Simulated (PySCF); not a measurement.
# C₈H₈ClN: vibronic structure

Wanted: vibronic structure for C₈H₈ClN (`C=CCc1ccc(Cl)cn1`).

Programs: PySCF 2.14.0, with routines of our own; each step states its level. All values are computed. Atoms count from 0.

## (1) The system as given

18 atoms, charge 0, multiplicity 1; geometry from: GFN2-xTB.

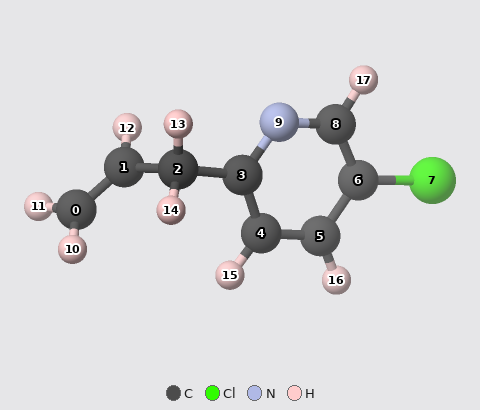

The starting geometry (carbon dark grey, chlorine green, nitrogen light blue, hydrogen pink).

## (2) Vibronic structure: TDDFT HF/def2-SV(P)

What the job is given:

```
{"job": {"kind": "vib", "xc": "HF", "basis": "def2-SV(P)", "tda": false}, "charge": 0, "multiplicity": 1}
C     -3.096648     0.662633    -0.222598
C     -1.991304     0.857926     0.470232
C     -1.199357    -0.234301     1.127531
C      0.196488    -0.255108     0.570122
C      0.448590    -0.726332    -0.716950
C      1.743403    -0.700446    -1.199832
C      2.740911    -0.197964    -0.374440
Cl     4.379489    -0.138187    -0.916267
C      2.399053     0.255323     0.892220
N      1.160673     0.224036     1.343299
H     -3.519491    -0.320601    -0.352589
H     -3.634294     1.475470    -0.679992
H     -1.581816     1.851873     0.590474
H     -1.134690    -0.042230     2.200042
H     -1.684353    -1.197412     0.958841
H     -0.359006    -1.104412    -1.324916
H      1.980094    -1.059309    -2.189855
H      3.143497     0.655360     1.566368
```

Method: TDDFT HF/def2-SV(P) vertical-gradient vibronic structure (displaced harmonic oscillators, Condon), gas phase.

On the command line:

```sh
$ OMP_NUM_THREADS=1 python excited_run.py task.json out
```

This one command runs all jobs of the session in turn.

Log:

```text
final grid: 72656 points
cycle   1  E = -820.9408163566  dE =  2.892e+00  |g| = 6.387e-01  |ddm| = 4.629e+00
cycle   2  E = -821.0608469254  dE = -1.200e-01  |g| = 3.057e-01  |ddm| = 1.146e+00
cycle   3  E = -821.0834123883  dE = -2.257e-02  |g| = 1.037e-01  |ddm| = 5.233e-01
cycle   4  E = -821.0869203076  dE = -3.508e-03  |g| = 2.926e-02  |ddm| = 1.859e-01
cycle   5  E = -821.0871725729  dE = -2.523e-04  |g| = 7.054e-03  |ddm| = 4.876e-02
cycle   6  E = -821.0871986464  dE = -2.607e-05  |g| = 2.917e-03  |ddm| = 1.662e-02
cycle   7  E = -821.0872031072  dE = -4.461e-06  |g| = 9.839e-04  |ddm| = 7.198e-03
cycle   8  E = -821.0872035907  dE = -4.835e-07  |g| = 2.542e-04  |ddm| = 2.343e-03
cycle   9  E = -821.0872036333  dE = -4.263e-08  |g| = 1.089e-04  |ddm| = 6.265e-04
cycle  10  E = -821.0872036398  dE = -6.499e-09  |g| = 4.467e-05  |ddm| = 2.086e-04
cycle  11  E = -821.0872036419  dE = -2.075e-09  |g| = 2.527e-05  |ddm| = 1.189e-04
cycle  12  E = -821.0872036426  dE = -7.212e-10  |g| = 1.010e-05  |ddm| = 8.060e-05
converged SCF energy = -821.0872036426

Singlet excitations (eV, f): 5.916 (0.1463)  6.116 (0.0144)  6.148 (0.0978)  7.319 (0.0155)  7.670 (0.8044)  8.016 (0.0060)

State S1  5.9161 eV  f = 0.14633  H->L 0.79, H-2->L+1 0.12
  relaxed dipole 1.572 D, largest gradient of the excitation energy 0.0493 Eh/bohr
  mode    cm-1        S   lambda/meV  Raman
   26   1118.4    0.3492      48.4   1.000
   13    613.8    0.4559      34.7   0.393
   17    851.9    0.2485      26.2   0.413
   29   1231.1    0.1576      24.1   0.547
    6    325.9    0.3599      14.5   0.088
   30   1240.2    0.0886      13.6   0.312
   31   1265.3    0.0812      12.7   0.298
    7    331.3    0.2046       8.4   0.051
   16    818.2    0.0771       7.8   0.118
    8    360.4    0.1697       7.6   0.050
   32   1285.8    0.0474       7.6   0.180
   23   1016.0    0.0540       6.8   0.128
  reorganisation energy 0.2532 eV, total S 3.017, 0-0 5.6629 eV
  absorption maximum 5.829 eV, width 0.414 eV

State S3  6.1484 eV  f = 0.09779  H->L+1 0.62, H-2->L 0.18
  relaxed dipole 1.671 D, largest gradient of the excitation energy 0.0585 Eh/bohr
  mode    cm-1        S   lambda/meV  Raman
   39   1567.7    0.3491      67.9   1.000
   26   1118.4    0.4157      57.6   0.606
   29   1231.1    0.2551      38.9   0.451
   17    851.9    0.3104      32.8   0.263
    2     50.9    3.5928      22.7   0.011
   31   1265.3    0.1110      17.4   0.207
   38   1554.2    0.0469       9.0   0.132
    9    387.9    0.1687       8.1   0.030
   27   1139.2    0.0547       7.7   0.083
   16    818.2    0.0602       6.1   0.047
   30   1240.2    0.0376       5.8   0.067
   33   1295.0    0.0338       5.4   0.066
  reorganisation energy 0.3087 eV, total S 5.913, 0-0 5.8397 eV
  absorption maximum 6.028 eV, width 0.500 eV

State S5  7.6697 eV  f = 0.80437  H-2->L 0.24, H-1->L+2 0.20, H-1->L 0.18
  relaxed dipole 2.277 D, largest gradient of the excitation energy 0.0900 Eh/bohr
  mode    cm-1        S   lambda/meV  Raman
   40   1716.1    0.8635     183.7   1.000
    2     50.9    8.4599      53.4   0.009
   39   1567.7    0.2169      42.2   0.210
   30   1240.2    0.0879      13.5   0.053
   26   1118.4    0.0958      13.3   0.047
   17    851.9    0.0998      10.5   0.028
   29   1231.1    0.0650       9.9   0.039
   33   1295.0    0.0613       9.8   0.040
    3     82.7    0.8990       9.2   0.002
   35   1412.9    0.0313       5.5   0.025
   25   1078.0    0.0334       4.5   0.015
    4    184.9    0.1306       3.0   0.002
  reorganisation energy 0.3821 eV, total S 11.314, 0-0 7.2876 eV

State T1  3.5272 eV  f = 0.00000  H->L+1 0.53, H-2->L 0.26
  relaxed dipole 1.779 D, largest gradient of the excitation energy 0.0555 Eh/bohr
  mode    cm-1        S   lambda/meV  Raman
   26   1118.4    0.5219      72.4   1.000
   29   1231.1    0.2991      45.7   0.694
   17    851.9    0.3800      40.1   0.422
   39   1567.7    0.1736      33.7   0.654
   31   1265.3    0.1288      20.2   0.316
   38   1554.2    0.0664      12.8   0.246
   16    818.2    0.1037      10.5   0.106
   30   1240.2    0.0514       7.9   0.121
   27   1139.2    0.0523       7.4   0.104
   15    724.8    0.0479       4.3   0.039
   33   1295.0    0.0259       4.2   0.066
   23   1016.0    0.0318       4.0   0.050
  reorganisation energy 0.2859 eV, total S 2.638, 0-0 3.2413 eV
  absorption maximum 3.387 eV, width 0.458 eV
```

It took 37 s on 1 thread of Arm Neoverse V1, shared host; peak memory 0.79 GiB.

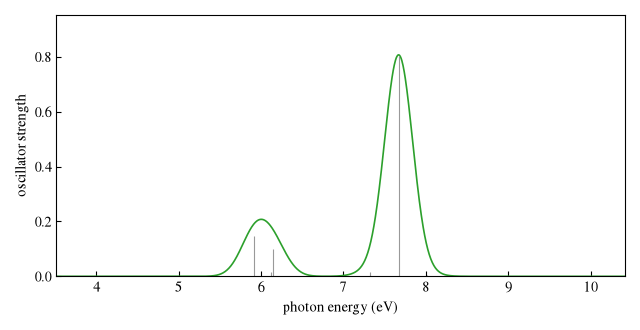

Absorption lines of the singlets. Lines are broadened to a width of 0.40 eV (Gaussian).

The fields below are evaluated on a grid from the run's orbitals.

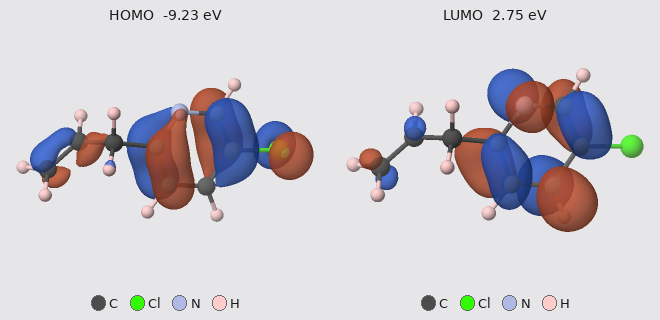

HF/def2-SV(P) orbitals near the gap, drawn at the value that encloses 70 % of each; the two colours are the two signs.

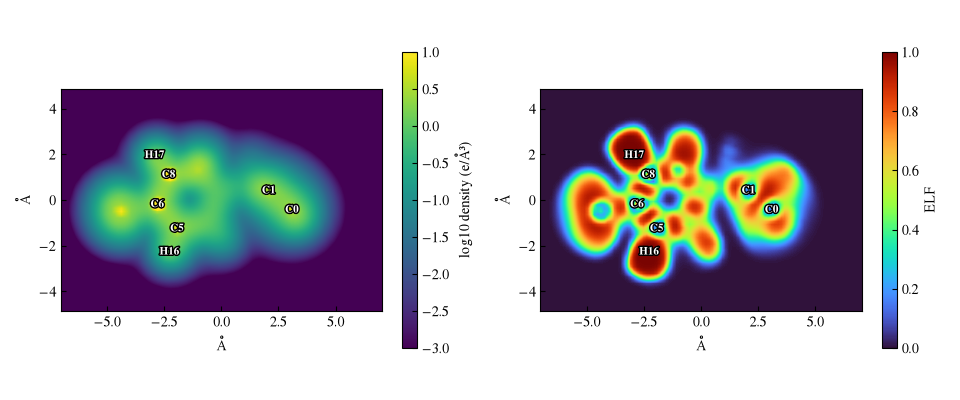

Density (left) and ELF (right) in a plane through or near 7 of the atoms.

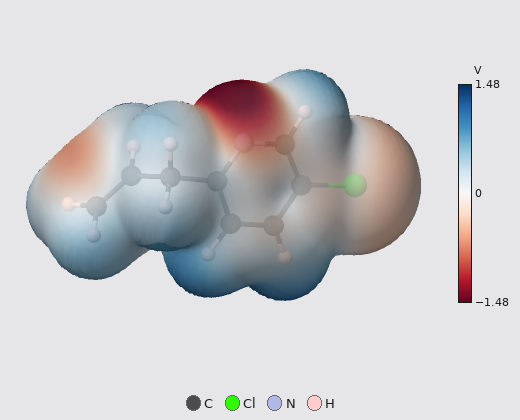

The potential that a unit positive charge feels on the 0.002 e/bohr³ surface, from -1.48 V near N9 to 1.12 V near H16.

## (3) Vibronic structure: TDDFT LDA/def2-SV(P)

The job, as its differences from that of step 2:

```diff
@@ -1,2 +1,2 @@
-{"job": {"kind": "vib", "xc": "HF", "basis": "def2-SV(P)", "tda": false}, "charge": 0, "multiplicity": 1}
+{"job": {"kind": "vib", "xc": "LDA", "basis": "def2-SV(P)", "tda": false, "fwhm_ev": 0.08, "grid": 3, "scf": {"max_cycle": 1}, "maxiter": 30}, "charge": 0, "multiplicity": 1}
 C     -3.096648     0.662633    -0.222598
```

Method: TDDFT LDA/def2-SV(P) vertical-gradient vibronic structure (displaced harmonic oscillators, Condon), gas phase.

Log:

```text
final grid: 224192 points
cycle   1  E = -819.3103996992  dE =  1.296e+00  |g| = 5.622e-01  |ddm| = 5.155e+00
SCF not converged, last energy = -819.3103996992
```

Wall time 4.8 s (1 thread of Arm Neoverse V1, shared host); peak memory 0.54 GiB.

Why it failed: The cap of 1 cycle ended the SCF at a gradient of 5.6e-01. Cure: raise the cap. Numbers printed on the way are no properties of the molecule.

## (4) Results

| quantity | value |
| --- | --- |
| S1: vertical, reorganisation, 0-0, total S (step 2, TDDFT HF/def2-SV(P), modes from GFN2-xTB) | 5.92, 0.25, 5.66 eV; 3.0 |
| S3: vertical, reorganisation, 0-0, total S (step 2, TDDFT HF/def2-SV(P), modes from GFN2-xTB) | 6.15, 0.31, 5.84 eV; 5.9 |
| S5: vertical, reorganisation, 0-0, total S (step 2, TDDFT HF/def2-SV(P), modes from GFN2-xTB) | 7.67, 0.38, 7.29 eV; 11.3 |
| potential on the surface of density 0.002 e/bohr³, 1st and 99th percentile | -1.48 V and 1.12 V |
| runs | 1 failed, 0 ended on unsound input |

What this shows: Some states lie very close; unless symmetry makes them partners, their order is unsure. In step 2 the harmonic model is doubtful. The vibronic model keeps the ground-state modes (from xTB) and shifts them along the gradient alone, so it can miss much of the relaxation that a full optimisation finds.
